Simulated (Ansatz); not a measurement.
# CHB (triplet): inputs that go wrong at distance B1–C2 = 1.353 Å

3 inputs are run for CHB (triplet) as typed; the log has to tell whether the result can be used and what must change.

The runs use Ansatz 0.2.0, Gaussian basis; the settings change from run to run.

12 further runs of the same task are left out: 1 for a known fault of the program, 8 that didn't finish, 3 set aside as unsound or not needed.

## Step 1: The system

The geometry derives from a PBE0/def2-TZVP stationary point (not a proven minimum). One bond is set to the value named and the two fragments are kept rigid.

3 atoms, charge 0, spin multiplicity 3.

Atoms are counted from 1 here; the program's logs count them from 0.

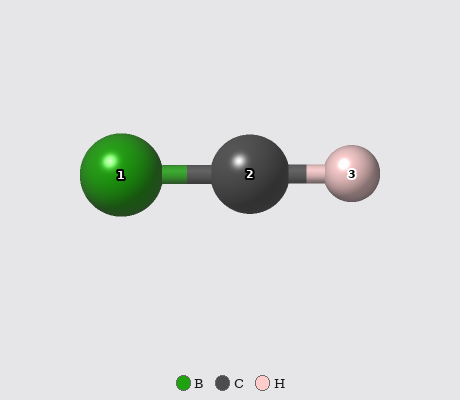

The structure; boron green, carbon dark grey, hydrogen pink; atoms are numbered from 1 in the order of the file.

## Step 2: Input 1

Contents of in.yaml:

```yaml
crystal:
  periodic: [false, false, false]
  atoms:
    - {symbol: B, position_ang: [0.000000, 0.000000, 1.259200]}
    - {symbol: C, position_ang: [0.000000, 0.000000, -0.094199]}
    - {symbol: H, position_ang: [0.000000, 0.000000, -1.165001]}
basis:
  gaussian: {orbitals: cc-pVDZ}
magnetization: {spin_polarized: false, initial_magnetization: 2}
correlation: {active_space: {ras: {orbitals: [5, 2, 26], electrons: 32, max_holes: 2, max_particles: 2}, fixed_orbitals: true}}
```

The run is started by

```bash
> ansatz run in.yaml --threads 1 --pin off --events-out ev --progress --plain --max-ram 2393MiB
```

The log of the run:

```text
Functional definition: HF
  name "HF"
  cite "Fock, Z. Phys. 61, 126 (1930) doi:10.1007/BF01340294"
  parent pbe
  exchange = exact_x
  correlation = 0
312 factors; integrals over basis functions are off by at most 4.8e-4 eV
mean field evaluation 1: about -1711.4966 eV, gradient 1.6e1 eV
mean field evaluation 2: about -1711.4984 eV, gradient 1.6e1 eV
mean field evaluation 4: about -1713.0914 eV, gradient 2.6e0 eV
mean field evaluation 8: about -1713.1505 eV, gradient 2.7e-4 eV
mean field evaluation 16: about -1712.2079 eV, gradient 1.5e-4 eV
mean field -1713.15045911 eV, -62.9571181573 hartree, gradient 8.2e-7 eV, S^2 2.000000; 5 other end points of the search recorded, 0 dependent functions left out
reference -1713.15045911 eV, -62.9571181573 hartree; 7, 5 occupied and 26, 28 virtual orbitals, 312 factors
Error: 32 electrons in 33 orbitals form no window around the highest filled level of the reference
```

Run time: 0.15 s. Hardware: 1 thread of Arm Neoverse V2, shared host.

What is wrong: The run stopped with an error. The electron count of the restricted space is wrong. To mend it, count the correlated electrons again.

## Step 3: Input 2

Contents of in.yaml:

```yaml
crystal:
  periodic: [false, false, false]
  atoms:
    - {symbol: B, position_ang: [0.000000, 0.000000, 1.259200]}
    - {symbol: C, position_ang: [0.000000, 0.000000, -0.094199]}
    - {symbol: H, position_ang: [0.000000, 0.000000, -1.165001]}
basis:
  gaussian: {orbitals: cc-pVDZ}
magnetization: {spin_polarized: false, initial_magnetization: 2}
correlation: {method: sc_nevpt2, electrons: all, active_space: {window: {electrons: 4, orbitals: 4}, states: [{multiplicity: 3, weights: [1, 1]}], root: 5}}
scf: {lower_state_search: light}
```

Same command.

The log of the run:

```text
Error: the active space averages no state 5, counted from zero
```

It took 0.03 s on 1 thread of Arm Neoverse V2, shared host.

Diagnosis: The run was refused. The root asked for lies beyond the states averaged. Fix: average more states or name a lower root.

## Step 4: Input 3

Contents of in.yaml:

```yaml
crystal:
  periodic: [false, false, false]
  atoms:
    - {symbol: B, position_ang: [0.000000, 0.000000, 1.259200]}
    - {symbol: C, position_ang: [0.000000, 0.000000, -0.094199]}
    - {symbol: H, position_ang: [0.000000, 0.000000, -1.165001]}
basis:
  gaussian: {orbitals: cc-pVDZ}
correlation: {method: fic_mrcisd_q, electrons: outside_noble_gas, active_space: {window: {electrons: 4, orbitals: 4}}}
scf: {lower_state_search: off}
magnetization: {spin_polarized: true, initial_magnetization: 2}
```

The command is unchanged.

The log of the run:

```text
Error: invalid value for `correlation.active_space`: it starts from restricted Hartree–Fock orbitals; set hamiltonian.xc: hf without magnetization.spin_polarized
```

Run time: 0.03 s. Hardware: 1 thread of Arm Neoverse V2, shared host.

Diagnosis: The run was refused. An active space is asked on unrestricted orbitals. To mend it, drop spin_polarized: true.

## Step 5: Summary

```tsv
input	level	ended	cause	time
1	CISD/cc-pVDZ	stopped by an error	the electron count of the restricted space is wrong	0.15 s
2	NEVPT2(4,4)/cc-pVDZ	refused	the root asked for lies beyond the states averaged	0.03 s
3	MRCISD+Q(4,4)/cc-pVDZ	refused	an active space is asked on unrestricted orbitals	0.03 s
```

1 stopped by an error, 2 refused.
